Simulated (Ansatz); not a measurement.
Consider ClH₃Sn···H₂.

```xyz
7

Sn    0.4661    0.0000   -0.1179
Cl    0.6096    0.0000    2.2295
H     2.0759    0.0000   -0.6759
H    -0.3787    1.4200   -0.5326
H    -0.3787   -1.4200   -0.5326
H    -3.2340    0.0000    1.2051
H    -2.7161    0.0000    1.7421
```

Core potentials replace the inner electrons of Sn.

Level of theory: RKS PBE0/def2-mTZVP (Ansatz).

> What will maps of the electron density and electron localisation function show?

Sn1···H7 (3.69 Å): the density falls to about 0.01 e/Å³ on the way; the ELF dips to about 0 between them: a non-bonded, intermolecular contact.
Sn–Cl (2.35 Å): ρ is about 0.57 e/Å³ halfway; the ELF peaks at about 0.85 in the valence shell of Cl, 0.9 Å from its nucleus, and drops to about 0.15 between the two atoms.
H–H (0.75 Å): the density is about 1.6 e/Å³ at the midpoint; the ELF peaks at about 1 between the atoms.
Sn–H (1.70 Å): the density is about 1.2 e/Å³ at the midpoint; the ELF climbs to about 1 towards the hydrogen.

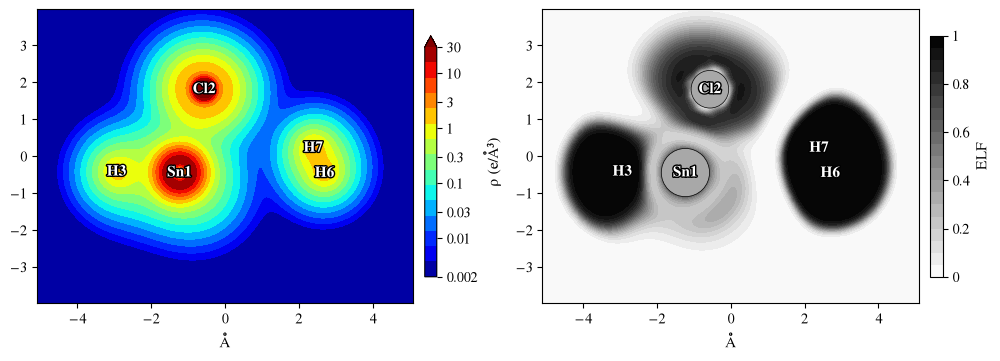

Computed electron density and electron localisation function on the plane of atoms Cl2, Sn1 and H3, in this order. Grey discs cover the atomic cores in the ELF map. 
